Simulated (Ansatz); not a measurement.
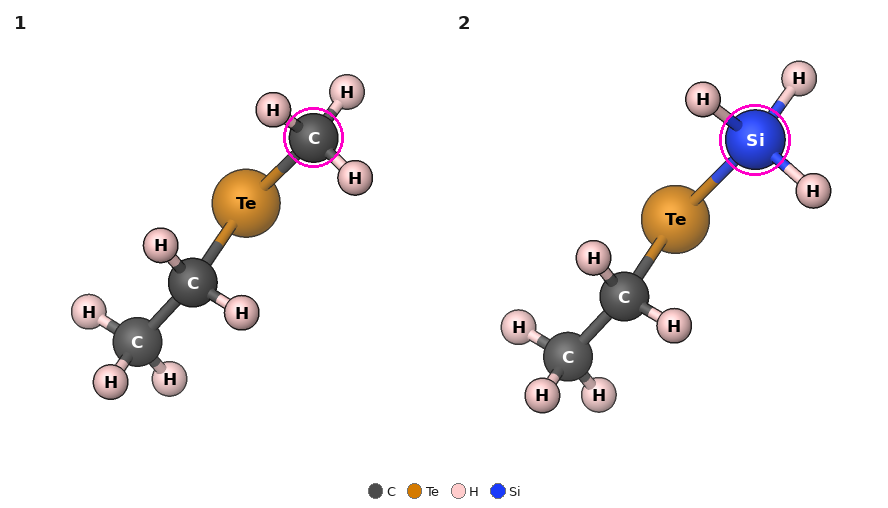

2 molecules with one skeleton, seen from the same side and at one scale; the atom that differs is circled. Charge 0, singlet. Computed geometries: PBE0-D4/def2-TZVP optimisations, one conformation each. Properties computed with Ansatz 0.2.0. Elements past Kr carry core potentials.

One atom differs, called X below: C in panel 1, Si in panel 2. Their formulas are C3H8Te (`CC[Te]C`), C2H8SiTe (`CC[Te][SiH3]`).

### In which is the mean length of X–H larger (PBE0-D4/def2-TZVP)?

In panel 2 (X = Si).

### In which is the length of X–Te larger (PBE0-D4/def2-TZVP)?

In panel 2 (X = Si).

Give the values. With PBE0-D4/def2-TZVP: mean length of X–H (Å), length of X–Te (Å), mean angle H–X–H (°), dipole moment (D), harmonic zero-point energy (kJ/mol). With ωB97M-V/def2-QZVPP: HOMO energy (Kohn–Sham orbital) (eV), HOMO–LUMO gap (eV).

```tsv
quantity	1 (C)	2 (Si)	2 − 1
mean length of X–H (Å)	1.089	1.486	+0.397
length of X–Te (Å)	2.137	2.482	+0.345
mean angle H–X–H (°)	109.9	109.2	−0.7
dipole moment (D)	1.45	1.44	−0.01
harmonic zero-point energy (kJ/mol)	267.6	237.6	−30.0
HOMO energy (Kohn–Sham orbital) (eV)	−7.75	−8.19	−0.44
HOMO–LUMO gap (eV)	8.88	9.04	+0.16
```
